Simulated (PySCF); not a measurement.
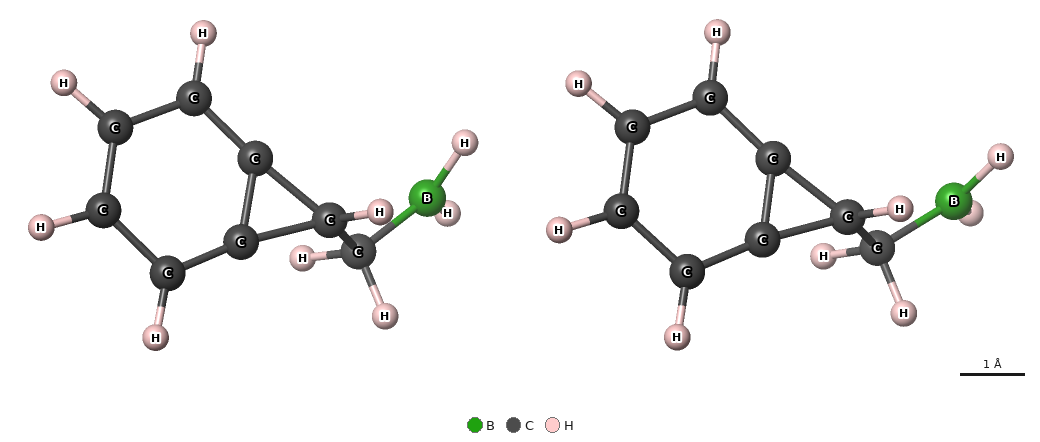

Two geometries of C8H9B, drawn at one scale. One is the start of a relaxation, the other its converged end. Style: ball-and-stick. Shown at a tilt.

Level of theory: PBE0-D3(BJ)/def2-SVP geometry optimisation, gas phase in PySCF 2.14.0, density-fitted response routines. 

Q: Which of the two is the end point?

A: The right one is the relaxed one. The start comes from GFN2-xTB. Its atoms were then displaced at random by about 0.01 Å. The atom that moves furthest after the best rigid fit is an H atom (0.35 Å). By element the largest moves are H 0.35 Å, B 0.11 Å, C 0.07 Å. Among the contacts that change: C–C 1.407 → 1.354 Å, C–C 1.334 → 1.380 Å, C–C 1.535 → 1.497 Å, B–H 1.179 → 1.210 Å. Among the angles between lasting bonds that change: B–C–H 106.6° → 100.7°, C–C–H 108.8° → 111.5°, C–C–C 174.8° → 172.1°. Over 13 geometry steps the energy falls by 5.52 kcal/mol. The run took 3.2 min on 1 thread of Arm Neoverse V1 (shared host).
